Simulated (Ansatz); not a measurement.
# KVSe3 (model cell, started as cubic perovskite with V in the octahedra): a soft mode frozen in, part 3 of 3

Which phase does KVSe3 (model cell, started as cubic perovskite with V in the octahedra) fall into along its unstable mode, and how much energy does it gain?

Ansatz 0.2.0; DFT PBEsol, scalar-relativistic, plane waves, PAW; PAW set soft_1.

So far. Step 4 (The mode frozen in, largest atomic shift 0.32 Å): The run ends at a pressure of 0.96 GPa, with forces up to 0.24 eV/Å. Step 5 (Energy along the mode, all amplitudes (two of the runs …): The lowest of the steps tried is at 0.32 Å, 11.5 meV/atom below the parent; the bottom of the well need not coincide with a step.

The structure was built from a prototype and need not be the compound's stable phase.

### Step 6. Relaxing from the distorted cell (continued)

Relaxation path (22 of 30):

```
step  energy less that of the first step (eV)  largest force component (eV/Å)  pressure (GPa)  volume (Å³)
   1                                   0.0000                          0.2354            0.96       229.47
   2                                  -0.0698                          0.1536            0.00       231.52
   4                                  -0.1312                          0.1782           -0.15       234.23
   5                                  -0.1464                          0.0176            0.06       237.10
   7                                  -0.1472                          0.0050            0.01       237.79
   8                                  -0.1475                          0.0125            0.00       237.97
   9                                  -0.1485                          0.0220           -0.01       238.07
  11                                  -0.1995                          0.1300            0.07       241.17
  12                                  -0.2801                          0.2261            0.53       242.49
  13                                  -0.1955                          0.9389           -1.10       247.45
  15                                  -0.2849                          0.1181           -0.26       247.05
  16                                  -0.2926                          0.0259            0.05       244.73
  18                                  -0.2939                          0.0199            0.04       245.11
  19                                  -0.2940                          0.0098            0.00       245.14
  20                                  -0.2940                          0.0026            0.00       245.25
 22*                                  -0.3232                          0.0102            0.19       245.23
  23                                  -0.3298                          0.0161            0.11       246.82
  24                                  -0.3339                          0.0099            0.04       249.27
  26                                  -0.3339                          0.0137           -0.02       249.87
  27                                  -0.3340                          0.0029            0.00       249.74
  29                                  -0.3340                          0.0013            0.00       249.76
 30*                                  -0.3350                          0.0015            0.00       249.76
```

Relaxation steps marked * repeat the geometry before them on a plane-wave basis chosen anew for their cell, so energy and pressure can jump there. Other such steps can lie between the rows shown. Relaxation steps 13, 15, 26 were tried and not accepted.

The run keeps the 4 symmetry operations that it works with, so distortions that break them were not tested.

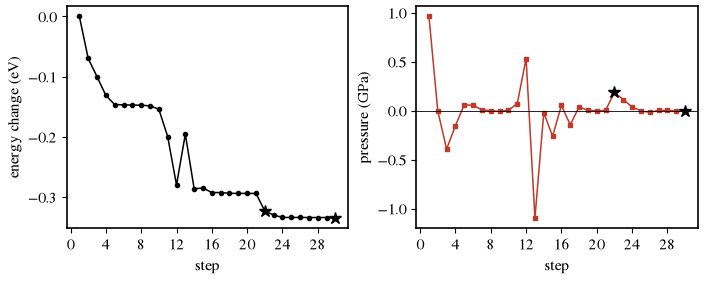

Energy and pressure along the relaxation. Stars mark steps on a basis chosen anew.

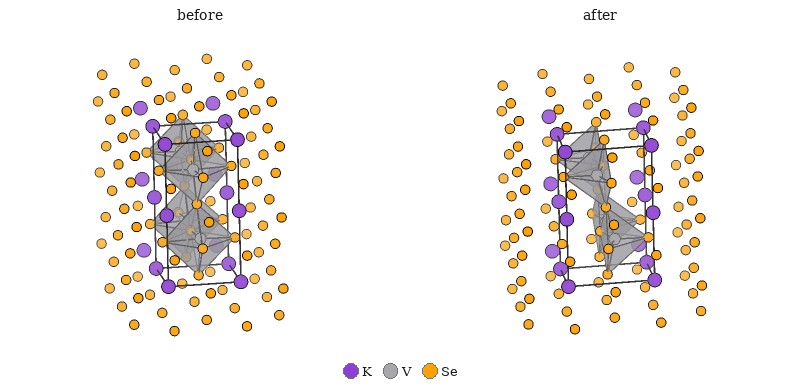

The structure before and after the relaxation, drawn at the same scale.

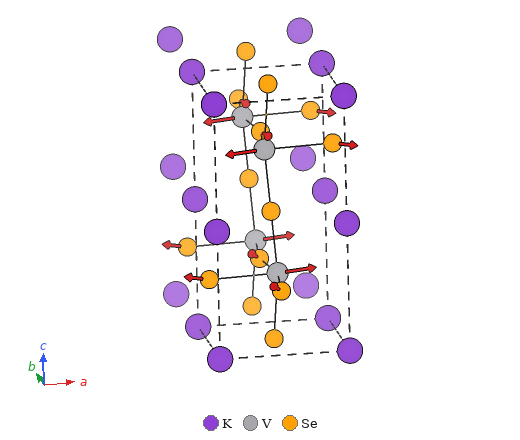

Displacements in the relaxation, exaggerated, measured against the changing cell; the longest in the cell stands for 0.32 Å. 1×2×1 cells are drawn. Some periodic images of atoms are drawn too.

```
     cell as run  before  after   change
           a (Å)   4.859  5.831  +20.0 %
           b (Å)   4.859  4.679   -3.7 %
           c (Å)   9.718  9.197   -5.4 %
           γ (°)   90.00  84.51   -6.1 %
volume (Å³/atom)   22.95  24.98   +8.8 %
```

The atoms that moved most (Å, as changes of fractional coordinates times the final cell):

```
atom      dx      dy     dz  length
  V3   0.308   0.093  0.000   0.322
  V4  -0.308  -0.093  0.000   0.322
 Se9  -0.157   0.122  0.000   0.199
Se10   0.157  -0.122  0.000   0.199
 Se7  -0.041   0.185  0.000   0.189
 Se8   0.041  -0.185  0.000   0.189
```

Final coordinates:

```cif
data_structure
_symmetry_space_group_name_H-M 'P 1'
_symmetry_Int_Tables_number 1
_cell_length_a 5.8306
_cell_length_b 4.6790
_cell_length_c 9.1972
_cell_angle_alpha 90.000
_cell_angle_beta 90.000
_cell_angle_gamma 84.511
_cell_volume 249.76
loop_
_atom_site_label
_atom_site_type_symbol
_atom_site_fract_x
_atom_site_fract_y
_atom_site_fract_z
_atom_site_occupancy
K1 K 0.00000 0.00000 0.00000 1
K2 K 0.00000 0.00000 0.50000 1
V3 V 0.59918 0.56335 0.25000 1
V4 V 0.40082 0.43665 0.75000 1
Se5 Se 0.50000 0.50000 0.00000 1
Se6 Se 0.50000 0.50000 0.50000 1
Se7 Se 0.47741 0.05073 0.25000 1
Se8 Se 0.52259 0.94927 0.75000 1
Se9 Se 0.98269 0.51402 0.25000 1
Se10 Se 0.01731 0.48598 0.75000 1
```

This step gave:

* pressure: -0.004962 GPa
* volume per atom: 24.98 Å³

The distorted start has space group P2_1/m; the relaxation ends in P2_1/m.

### Step 7. The new phase in its own primitive cell

The relaxed structure is symmetrised, reduced to its primitive cell and relaxed tightly, as its phonons need.

The input, input.yaml:

```yaml
crystal:
  lattice:
    - [4.6790301958, 0.0, 0.0]
    - [0.0, 9.1971740981, 0.0]
    - [-0.5577667729, 0.0, 5.8038615124]
  atoms:
    - { symbol: K, position: [0.0, 0.0, 0.0] }
    - { symbol: K, position: [0.0, 0.5, 0.0] }
    - { symbol: V, position: [0.5633457539, 0.75, 0.4008170428] }
    - { symbol: V, position: [0.4366542461, 0.25, 0.5991829572] }
    - { symbol: Se, position: [0.5, 0.0, 0.5] }
    - { symbol: Se, position: [0.5, 0.5, 0.5] }
    - { symbol: Se, position: [0.0507291195, 0.75, 0.5225915368] }
    - { symbol: Se, position: [0.9492708805, 0.25, 0.4774084632] }
    - { symbol: Se, position: [0.5140223181, 0.75, 0.017312833] }
    - { symbol: Se, position: [0.4859776819, 0.25, 0.982687167] }
kpoints:
  mp_grid: { grid: [8, 4, 6] }
hamiltonian:
  xc: pbesol
  pseudopotentials: { kind: paw, azcp: { folder: soft_1 }, xc_functional: pbe }
scf:
  occupations: { method: methfessel_paxton, width: 0.2 }
output:
  forces: true
  stress: true
  eigenvalues: true
relax:
  adjacent_minimum: "off"
  f_tol: 0.001
  max_steps: 60
  cell: { stress_tol: 0.01 }
```

Launch:

```sh
> ansatz run input.yaml --threads 8 --pin off --max-ram 16384MiB --backend cpu --events-out ev --progress --plain --runs-dir out
```

Numbers of over 12 decimals in the logs are rounded to 6 here.

The program printed:

```text
[...]
Crystal: 10 atoms, lattice volume = 249.763 Å³
Basis set: ecut = 420 eV, 4881 PW (Γ), exchange–correlation on 64×128×80 points (8 copies of the dense FFT grid, shifted against one another)
Bands: 84, of which v1, the nominal top of the filled ones, is band 70 counted from 1 (69 counted from 0)
Symmetry: 4 space group operations
[...]
k-points: 78 of 192
[...]
- { symbol: K, position: [0, 0.5, 0] }
    - { symbol: V, position: [0.563447, 0.75, 0.400949] }
    - { symbol: V, position: [0.436553, 0.25, 0.599051] }
    - { symbol: Se, position: [0.5, 0, 0.5] }
    - { symbol: Se, position: [0.5, 0.5, 0.5] }
    - { symbol: Se, position: [0.050852, 0.75, 0.522716] }
    - { symbol: Se, position: [0.949148, 0.25, 0.477284] }
    - { symbol: Se, position: [0.513942, 0.75, 0.017514] }
    - { symbol: Se, position: [0.486058, 0.25, 0.982486] }
[key lines of the parts left out:]
SCF converged after 6 iterations
Free energy (F): -41354.483489 eV
Fermi energy:    7.499165 eV
P = ⅓ Tr σ = 0.0011 GPa (0.011 kbar)
```

The job ended after 58 s (8 threads of Arm Neoverse V2, shared host; peak memory 1.9 GiB; 7.5 min of CPU time).

Little changed from the start: no atom moved by 0.005 Å and no cell edge by 0.1 %.

Numbers from this step:

| Quantity | Value |
| --- | --- |
| pressure | 0.001114 GPa |

The largest force component left is 0.69 meV/Å and the pressure is 0.001 GPa, within the tolerances set. The cell now holds 24.98 Å³/atom.

### Step 8. Modes of the new phase, k-mesh 8×4×6

A relaxed structure may still be a saddle point, so its zone-centre modes are computed. No field response is asked, since the mesh shows no gap.

input.yaml, the sections that differ from step 7:

```yaml
crystal:
  lattice:
    - [4.6787874612, 0.0, -0.0004824543]
    - [0.0, 9.196738632, 0.0]
    - [-0.5583362732, 0.0, 5.8049752358]
  atoms:
    - { symbol: K, position: [0.0, 0.0, 0.0] }
    - { symbol: K, position: [0.0, 0.5, 0.0] }
    - { symbol: V, position: [0.5634471414, 0.75, 0.4009487626] }
    - { symbol: V, position: [0.4365528586, 0.25, 0.5990512374] }
    - { symbol: Se, position: [0.5, 0.0, 0.5] }
    - { symbol: Se, position: [0.5, 0.5, 0.5] }
    - { symbol: Se, position: [0.0508519185, 0.75, 0.5227155471] }
    - { symbol: Se, position: [0.9491480815, 0.25, 0.4772844529] }
    - { symbol: Se, position: [0.5139415319, 0.75, 0.017514027] }
    - { symbol: Se, position: [0.4860584681, 0.25, 0.982485973] }
output:
  eigenvalues: true
phonons:
  method: dfpt
# kpoints, hamiltonian, scf: as in step 7
# relax: removed
```

The program printed:

```text
[...]
Crystal: 10 atoms, lattice volume = 249.783 Å³
Basis set: ecut = 420 eV, 4877 PW (Γ), exchange–correlation on 64×128×80 points (8 copies of the dense FFT grid, shifted against one another)
Bands: 84, of which v1, the nominal top of the filled ones, is band 70 counted from 1 (69 counted from 0)
Symmetry: 4 space group operations
k-points: 100 of 192 (irreducible under 1 space group operation, time reversal used)
[...]
SCF iter   1: F=—  HF=-41366.322004 eV  |F-HF|=—  |Δ(HF+E_count)|=         —  Δρ=1.97e-1  dr2=1.71e2  ethr=3.10e-3  ⟨swp⟩=7.1  Hψ=30769  notcnv=0
[...]
SCF iter  18: F=-41354.483489 eV  HF=-41354.483489 eV  |F-HF|=1.46e-11  |Δ(HF+E_count)|=    0.00e0  S|Δr|=    0.00e0  Δρ=4.63e-8  dr2=9.55e-12  ethr=1.00e-12  ⟨swp⟩=13.3  Hψ=46992  notcnv=0
SCF 1 converged in 18 iterations: F = -41354.483489 eV  dr2 = 9.55e-12
[...]
DFPT response loops at Γ: preconditioner auto → Kerker (q_TF=auto, 2.477 Å⁻¹) (partly filled bands, converged f_vac=0.045); β = 1.00, the filter's whole step (`scf.mixing.beta` (0.50) is not read by the response loops under this deck's `scf.mixing.preconditioner`; to damp them name `kerker` or `kerker_dos`, under which they read `scf.mixing.beta`, and type it under 1.00, their step now; both keys bind the ground state too); Broyden in place of MSR1
SCF converged after 18 iterations
[...]
Free energy (F): -41354.483489 eV
[...]
Internal energy: -41354.501963 eV  (E = F + TS)
E sigma→0 (E₀):  -41354.488108 eV
Entropy (-TS):   0.018474 eV (1.847 meV/atom)
Fermi energy:    7.499165 eV
[...]
--- Band table (eV; the first three rows and the last of 100) ---
  k-point 0: bands = [... 66 lower, 5.8582, 6.1396, 6.5418, 6.8537, 7.0106, 7.4072, 7.5836, 8.5253, ... 10 higher]
  k-point 1: bands = [... 66 lower, 5.9920, 6.0550, 6.5270, 6.8588, 7.0204, 7.5143, 7.6709, 8.5064, ... 10 higher]
  k-point 2: bands = [... 66 lower, 5.8682, 6.2961, 6.6208, 6.8686, 7.0749, 7.7217, 7.8140, 8.4453, ... 10 higher]
  k-point 99: bands = [... 66 lower, 6.7819, 6.7819, 7.2537, 7.2537, 7.5935, 7.5935, 7.8585, 7.8585, ... 10 higher]
--- Phonons (Γ-DFPT): 15 representative perturbations + reference, on 100 of 192 k-points (Σ response iterations 60) ---
  k mesh reduced under 1 symmetry operation, with k and −k counted as one. Each operation leaves every solved perturbation unchanged. A smaller set is not used because it would not reduce the number of displacements times k-points to solve
  ASR residual: 5.220e-5 → 0.000e0 eV/Å²; symmetrization residual: 4.275e-5 eV/Å²
  ASR residual per site (eV/Å²): 4.21e-5 4.21e-5 2.69e-5 2.69e-5 5.12e-5 5.12e-5 4.08e-5 4.08e-5 5.22e-5 5.22e-5
  Γ frequencies (cm⁻¹): -57.57 0.00 0.00 0.00 23.99 35.94 37.62 50.21 51.64 59.15 65.89 69.66 78.00 92.57 96.86 98.00 105.77 108.63 110.90 123.29 133.00 139.72 140.10 227.96 228.13 234.73 262.00 263.51 346.46 353.16
  non-analytic LO–TO correction: not included (Born effective charges unavailable; polar crystals: no LO–TO splitting at Γ)
```

Run time: 11 min. Hardware: 8 threads; peak memory 6.5 GiB; 82 min of CPU time.

This step gave:

* sum-rule residual before enforcement: 5.22e-5 eV/Å²
* point group: 2/m
* highest optical mode at the zone centre (no LO-TO term): 353.2 cm⁻¹
* lowest optical zone-centre mode: -57.57 cm⁻¹

Patterns of degenerate modes are one choice out of their space. Modes at Γ, with each element's share of the kinetic energy (negative means imaginary):

```
mode  frequency (cm⁻¹)  symmetry  K %  V %  Se %
   1             -57.6        Au    1   16    82
   2               0.0  acoustic   12   16    72
   3               0.0  acoustic   12   16    72
   4               0.0  acoustic   12   16    72
   5              24.0        Au   18    0    82
   6              35.9        Bu   23    1    76
   7              37.6        Bg    0    2    98
   8              50.2        Ag    0   13    87
   9              51.6        Au   67    1    32
  10              59.1        Bu   35    7    59
  11              65.9        Bu   39    0    61
  12              69.7        Ag    0   26    74
  13              78.0        Au   23    1    76
  14              92.6        Bg    0    2    98
  15              96.9        Bu   31   26    42
  16              98.0        Au   56   21    24
  17             105.8        Ag    0   17    83
  18             108.6        Bu   48   11    41
  19             110.9        Au   68   10    22
  20             123.3        Bu   37    7    56
  21             133.0        Ag    0   22    78
  22             139.7        Au   55    3    42
  23             140.1        Bu   62    1    37
  24             228.0        Bu    0    1    99
  25             228.1        Bg    0   96     4
  26             234.7        Au    0   33    67
  27             262.0        Ag    0   57    43
  28             263.5        Bu    0   52    48
  29             346.5        Bu    1   63    36
  30             353.2        Ag    0   65    35
```

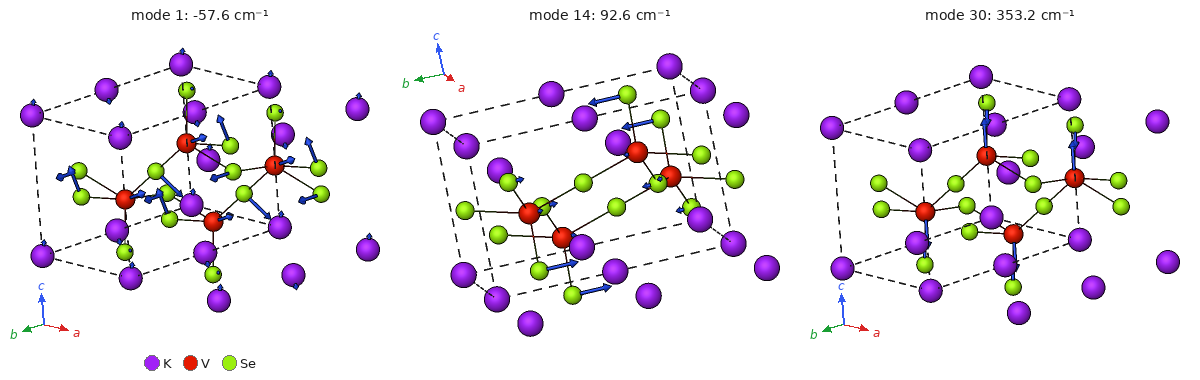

Displacement patterns of modes 1, 14 and 30 at Γ; arrows are exaggerated. 2×1×1 cells are drawn. Some periodic images of atoms are drawn too.

Before it was imposed, the acoustic sum rule was missed by 5.2e-5 eV/Å². Small misses are needed for a sound result but don't prove that mesh and cutoff are converged. The lowest optical mode is imaginary, 57.6i cm⁻¹, so the energy falls along it.

### Step 9. What came out

```
unstable mode of the parent                                                      : q = (0, 0, -0.5), 100i cm⁻¹
depth at the lowest point sampled                                                : 11.5 meV/atom
largest atomic shift at that point                                               : 0.32 Å
space group reached (within 0.01 Å)                                              : P2_1/m
energy gained over the parent (first relaxation, on the mesh of the frozen mode) : 45.6 meV/atom
volume per atom, phase reached                                                   : 25.0 Å³
lowest optical zone-centre mode, phase reached                                   : -57.6 cm⁻¹
highest optical mode at the zone centre (no LO-TO term), phase reached           : 353 cm⁻¹
```

What this shows: Along this mode the structure falls into P2_1/m, 45.6 meV/atom below the parent. At the parent's cell the well is 11.51 meV/atom deep on the steps tried, with its lowest point at a shift of 0.32 Å. Relaxing atoms and cell changes the gain by +34.09 meV/atom against the lowest step (energies at zero smearing). Most of the total comes from this relaxation. The new phase still has an imaginary mode at the zone centre of its cell, so it is a saddle point on the way to a lower structure. Of the 4 patterns followed to their end from this parent, this one ends 10.0 meV/atom above the lowest, P4mm. Each path keeps the symmetry of its pattern, so a lower phase may lie along a pattern not tried. With no gap, or one that is small against the smearing, the frequencies hang on the k mesh and the smearing, most of all near Kohn anomalies. The phonon runs are without spin polarisation, although V often carries a moment. The PAW files were made for PBE and serve the other functionals too. A phonon run warned that its eigensolver left some bands unconverged in a pass. The starting cell was built on a prototype and not taken from a measurement, so the phase need not exist.

[Logs are printed without paths, hosts, clocks, repeated set-up lines and the standing remarks that a program may print on its own settings, such as how far it seeks lower states.]

[Hosts, paths, dates, database ids (printed as entryN), source tags and the programs' standing remarks are cut or masked in the printed files.]
